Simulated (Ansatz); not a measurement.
A series of calculations on CH7ClFNSi2

## 1. Relaxation

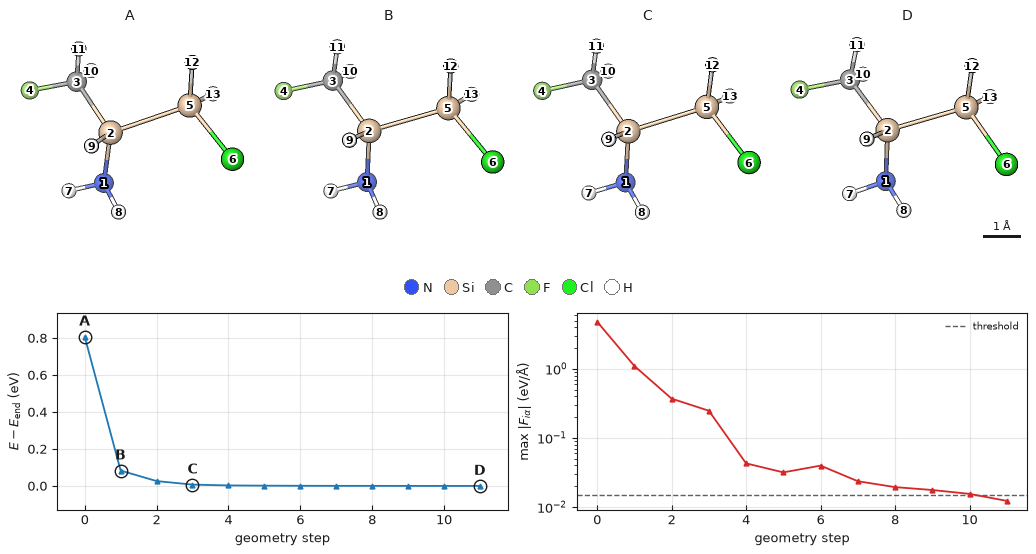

Frames of a relaxation of CH₇ClFNSi₂, marked on the history of the run. A ball-and-stick model, seen at a tilt.

The run prepares an end point of a later path (torsion) calculation, from a guessed geometry.

The calculation used RKS r2SCAN-D4/STO-3G (Ansatz 0.2.0). (no spin polarisation; force threshold 0.015 eV/Å; at most 40 steps)

> What happens along the run?

H8 moves most after the best rigid fit: 0.29 Å. Largest moves by element: H 0.29 Å, F 0.24 Å, Cl 0.18 Å, N 0.16 Å, C 0.12 Å, Si 0.10 Å. Among the contacts that change: C3–F4 1.323 → 1.414 Å, Si2–C3 1.827 → 1.917 Å, N1–Si2 1.703 → 1.791 Å, N1–H7 0.990 → 1.055 Å. Among the angles between lasting bonds that change: N1–Si2–H9 105.5° → 114.8°, N1–Si2–Si5 115.7° → 107.8°, C3–Si2–Si5 106.2° → 110.8°. Over 11 geometry steps the energy falls by 0.807 eV. Largest force component: 4.8 eV/Å at the start, 0.012 eV/Å at the end. From step 0 to 1: H9 moves most (0.19 Å), energy −0.724 eV. From step 1 to 3: H8 moves most (0.15 Å), energy −0.076 eV. From step 3 to 11: H10 moves most (0.16 Å), energy −0.007 eV.

```
step  E − E(0), eV  largest force component, eV/Å
   0        0.0000                         4.8036
   1       -0.7240                         1.0994
   2       -0.7811                         0.3704
   3       -0.8002                         0.2474
   4       -0.8046                         0.0429
   5       -0.8059                         0.0317
   6       -0.8066                         0.0398
   7       -0.8069                         0.0237
   8       -0.8071                         0.0194
   9       -0.8072                         0.0176
  10       -0.8073                         0.0155
  11       -0.8074                         0.0123
```

Limits of the set-up: STO-3G is a minimal basis, so the numbers are rough.

## 2. Relaxation

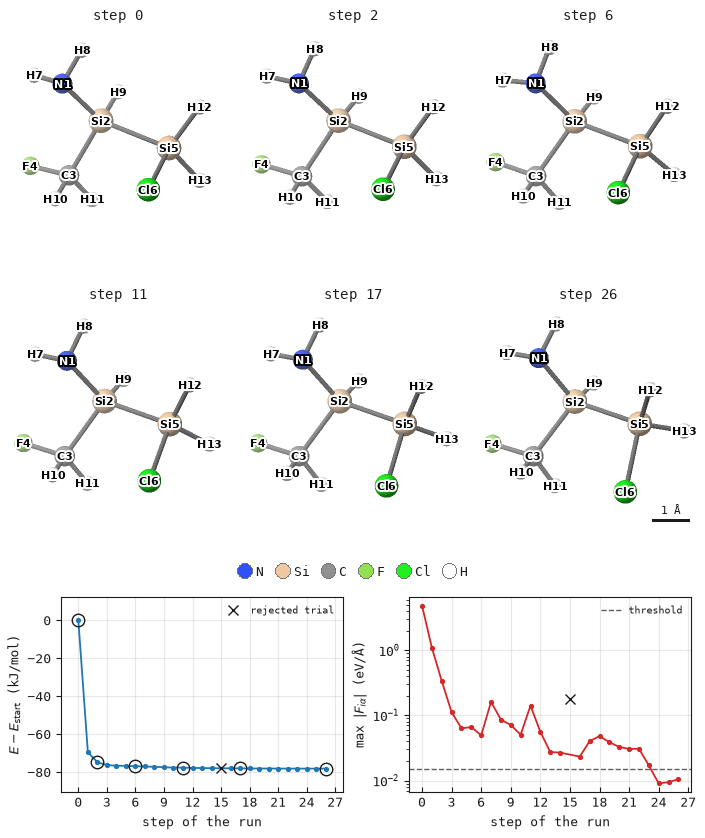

Frames of a relaxation of CH7ClFNSi2, marked on the history of the run. The picture is a ball-and-stick view, seen at a tilt.

The run prepares an end point of a later path (torsion) calculation, from a guessed geometry.

Level of theory: RKS r2SCAN-D4/STO-3G (Ansatz). Set-up: no spin polarisation; force threshold 0.015 eV/Å; at most 40 steps.

Question: Describe the path.

Answer: After 25 accepted moves (26 points after the start) the energy has fallen by 78.1 kJ/mol. The largest force component goes from 4.8 to 0.01 eV/Å. The line search rejected the trial step at point 15 of the run. The largest move after the best rigid fit is that of Cl6, 0.95 Å. Largest moves by element: Cl 0.95 Å, H 0.88 Å, F 0.24 Å, N 0.22 Å, C 0.21 Å, Si 0.15 Å. Near-neighbour distances that change, for instance: N1–Si2 1.703 → 1.794 Å, C3–F4 1.323 → 1.415 Å, Si2–C3 1.827 → 1.914 Å, N1–H7 0.990 → 1.055 Å. Bond angles that change, for instance: N1–Si2–H9 105.5° → 113.9°, N1–Si2–Si5 115.7° → 108.5°, C3–Si2–Si5 106.2° → 111.1°. Groups turn about Si2–Si5 by about 45°. The run took 3 min on 1 thread of Arm Neoverse V1, with other jobs on the host, peak memory 0.21 GiB. From step 0 to 2: H9 moves most (0.23 Å), energy −74.7 kJ/mol. From step 2 to 6: H8 moves most (0.16 Å), energy −2.21 kJ/mol. From step 6 to 11: Cl6 moves most (0.35 Å), energy −0.71 kJ/mol. From step 11 to 17: Cl6 moves most (0.22 Å), energy −0.41 kJ/mol. From step 17 to 26: Cl6 moves most (0.30 Å), energy −0.11 kJ/mol.

| step | E − E(0), kJ/mol | largest force component, eV/Å | note |
| --- | --- | --- | --- |
| 0 | 0.00 | 4.8399 |  |
| 1 | -69.48 | 1.0905 |  |
| 2 | -74.67 | 0.3364 |  |
| 3 | -76.28 | 0.1119 |  |
| 4 | -76.55 | 0.0632 |  |
| 5 | -76.66 | 0.0663 |  |
| 6 | -76.88 | 0.0494 |  |
| 7 | -76.96 | 0.1618 |  |
| 8 | -77.15 | 0.0860 |  |
| 9 | -77.36 | 0.0712 |  |
| 10 | -77.56 | 0.0506 |  |
| 11 | -77.59 | 0.1409 |  |
| 12 | -77.74 | 0.0560 |  |
| 13 | -77.81 | 0.0274 |  |
| 14 | -77.89 | 0.0269 |  |
| 15 | -77.71 | 0.1813 | rejected |
| 16 | -77.93 | 0.0233 |  |
| 17 | -77.99 | 0.0404 |  |
| 18 | -78.01 | 0.0480 |  |
| 19 | -78.04 | 0.0388 |  |
| 20 | -78.07 | 0.0327 |  |
| 21 | -78.08 | 0.0306 |  |
| 22 | -78.09 | 0.0308 |  |
| 23 | -78.09 | 0.0171 |  |
| 24 | -78.10 | 0.0090 |  |
| 25 | -78.10 | 0.0094 |  |
| 26 | -78.10 | 0.0105 |  |

Limits of the set-up: STO-3G is a minimal basis, so the numbers are rough.

## 3. Path

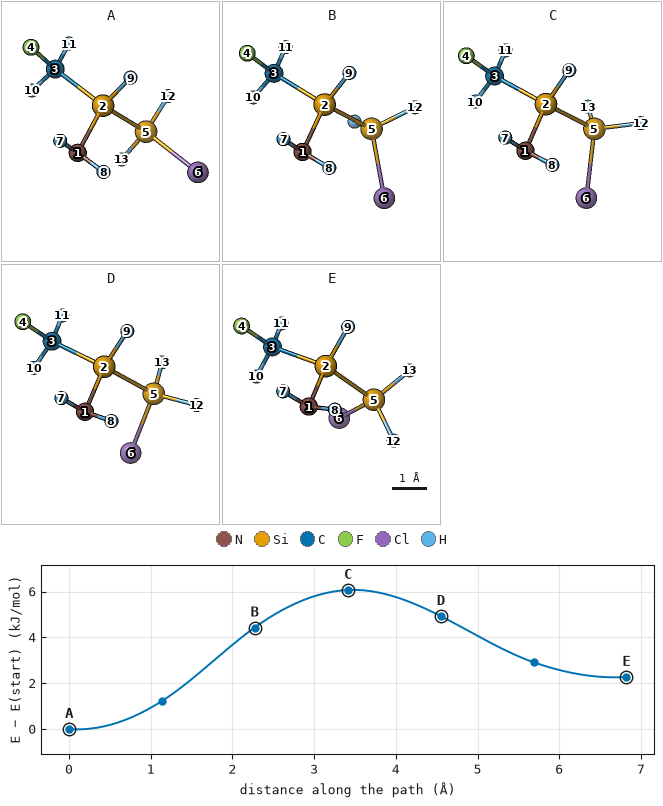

NEB run on CH₇ClFNSi₂. Images are numbered from 0 (start) to 6 (end). Frames A to E are images 0, 2, 3, 4, 6. Style: ball-and-stick. Shown from a free direction.

These are results of RKS r2SCAN-D4/STO-3G in Ansatz, not measurements.

Input
```yaml
crystal:
  periodic: [false, false, false]
  atoms:
    - { symbol: "N", position_ang: [-1.536818, -0.856018, 0.65445] }
    - { symbol: Si, position_ang: [-0.30895, -0.093347, -0.403499] }
    - { symbol: C, position_ang: [1.111805, -1.36423, -0.610094] }
    - { symbol: F, position_ang: [0.744019, -2.474219, -1.405916] }
    - { symbol: Si, position_ang: [0.433997, 1.781939, 0.636275] }
    - { symbol: Cl, position_ang: [-1.17136, 3.146166, 0.86318] }
    - { symbol: H, position_ang: [-1.939364, -1.676342, 0.12758] }
    - { symbol: H, position_ang: [-2.362533, -0.202368, 0.71351] }
    - { symbol: H, position_ang: [-0.782372, 0.255361, -1.738672] }
    - { symbol: H, position_ang: [1.433493, -1.717651, 0.398452] }
    - { symbol: H, position_ang: [2.000308, -0.860202, -1.062424] }
    - { symbol: H, position_ang: [1.447972, 2.483473, -0.12759] }
    - { symbol: H, position_ang: [0.950202, 1.542638, 1.969649] }
basis:
  gaussian: { orbitals: STO-3G }
hamiltonian:
  xc: r2scan
  dispersion: d4
neb:
  order_check: false
  images: 5
  f_tol: 0.05
  max_iterations: 60
  initial_path: idpp
  final_atoms:
    - { symbol: "N", position_ang: [-1.70218596, -0.7906932, 0.46654066] }
    - { symbol: Si, position_ang: [-0.35470945, -0.05205228, -0.45962092] }
    - { symbol: C, position_ang: [1.08347146, -1.31430775, -0.42645577] }
    - { symbol: F, position_ang: [0.7470078, -2.54162678, -1.04403684] }
    - { symbol: Si, position_ang: [0.23932434, 1.89340143, 0.55611391] }
    - { symbol: Cl, position_ang: [1.95905507, 1.58246121, 1.75207637] }
    - { symbol: H, position_ang: [-1.85923326, -1.75012497, 0.05600389] }
    - { symbol: H, position_ang: [-2.59231648, -0.29006215, 0.20162195] }
    - { symbol: H, position_ang: [-0.68455512, 0.2399905, -1.85143412] }
    - { symbol: H, position_ang: [1.38082022, -1.49408532, 0.63391054] }
    - { symbol: H, position_ang: [1.97802297, -0.87237035, -0.92723755] }
    - { symbol: H, position_ang: [-0.77929296, 2.42085968, 1.44421276] }
    - { symbol: H, position_ang: [0.60499037, 2.93380998, -0.3867939] }
```

Command:
```bash
ansatz run input.yaml --threads 1 --pin off --max-ram 2048MiB --backend cpu --events-out ev --progress --plain --runs-dir out
```

What happens along the path, and what is the barrier?

Answer. Forward barrier 6.1 kJ/mol, backward barrier 3.8 kJ/mol, with image 3 at the top; the reaction energy is +2.3 kJ/mol. The motion is a rotation about the Si2–Si5 bond by about 160°. No bond forms or breaks between the ends. Among the angles between lasting bonds that change up to the highest image: Si2–Si5–Cl6 109.5° → 111.6°. The band converged in 5 iterations. The largest component of the band force went from 0.96 to 0.038 eV/Å. The climbing image converged on the top of the path. Its vibrational analysis gives one imaginary mode (34i cm⁻¹), as a transition state must have.

Limits of the set-up: STO-3G is a minimal basis, so the numbers are rough.

The run took 2.6 min on 1 thread of Arm Neoverse V1 (shared host), peak memory 0.14 GiB.
